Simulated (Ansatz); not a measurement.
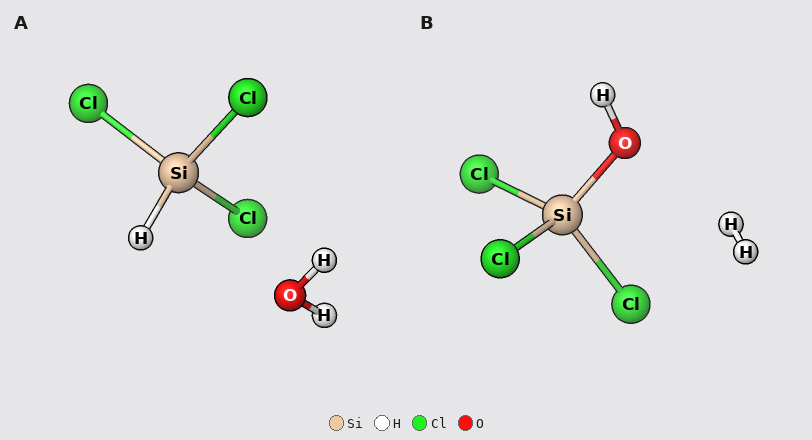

2 stationary structures of one formula. Geometries: PBE0-D4/def2-TZVP. Electronic energies: RHF/STO-3G (Ansatz 0.2.0), without zero-point energy. No frequency run is at hand to confirm each as a minimum. Each is one conformer, not always the lowest.

**Rank them by energy, lowest first.**

B is lowest (C1); A lies 0.282 eV above it (Cs, a minimum).
